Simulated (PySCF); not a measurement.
| atom | x (Å) | y (Å) | z (Å) |
| --- | --- | --- | --- |
| C | -2.8631 | 1.3108 | 0.6933 |
| N | -2.0408 | 0.3288 | 0.2634 |
| B | -0.7882 | 0.4345 | -0.3729 |
| C | -0.0351 | -0.9144 | -0.7684 |
| B | 0.6338 | -1.3992 | 0.5710 |
| S | 2.2328 | -0.9022 | 1.1343 |
| C | 2.8895 | 0.1817 | -0.1835 |
| H | -3.8024 | 1.0691 | 1.1494 |
| H | -2.5654 | 2.3313 | 0.5607 |
| H | -2.4004 | -0.6019 | 0.4396 |
| H | -0.3374 | 1.5026 | -0.5480 |
| H | -0.7480 | -1.6602 | -1.1228 |
| H | 0.6805 | -0.7373 | -1.5700 |
| H | 0.0646 | -2.0955 | 1.3235 |
| H | 2.1856 | 0.9848 | -0.3708 |
| H | 3.0544 | -0.4022 | -1.0837 |
| H | 3.8325 | 0.5813 | 0.1740 |

Geometry: GFN2-xTB.

Computed with UKS B3LYP, pcH-1 on B C H N S, non-relativistic, mean-field spin-orbit, GIAO in PySCF.

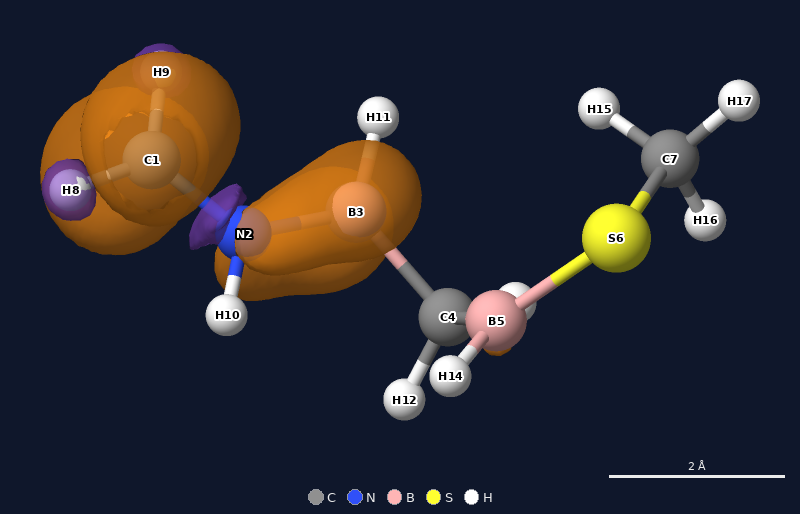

C3H10B2NS (SMILES [CH2]NBCBSC) (doublet). Isosurfaces of the spin density at +0.02 (orange) and −0.02 e/Å³ (purple), seen at a tilt.

> Describe the spin distribution.

The unpaired spin (1 electron) lies mostly on C1 (about 0.6), B3 (about 0.1) and N2 (about 0.1), in electrons by Hirshfeld's partition.
